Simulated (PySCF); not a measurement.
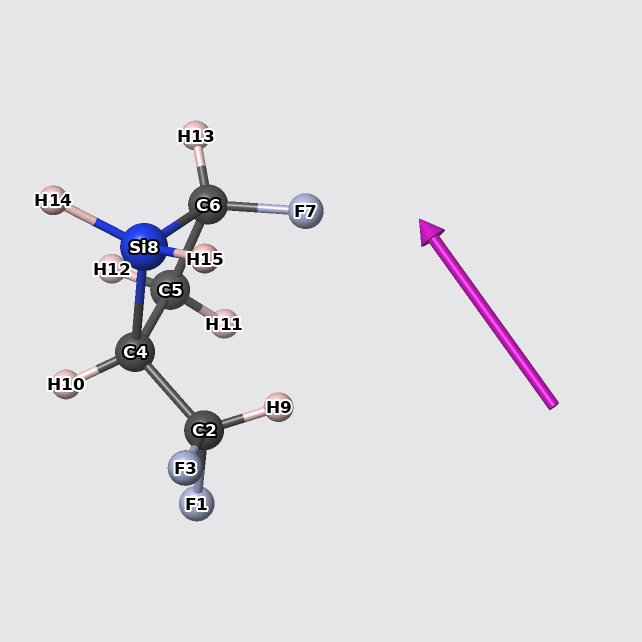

The arrow beside the molecule shows the direction of the dipole moment, from the negative to the positive end (its length means nothing). Computed geometry: GFN2-xTB optimisation. No frequency run is at hand to confirm it as a minimum. Properties computed with CAM-B3LYP/def2-SVPD, gas phase (PySCF 2.14.0).

Question: Estimate the dipole moment.

Answer: 3.02 D; it points from the side of F1 to the side of H13, H14 (the outermost atoms at the two ends).

The geometry is semi-empirical. Around Si such bond lengths and angles can be off by a tenth of an ångström or more and by several degrees, and values that hang on the shape move with them.
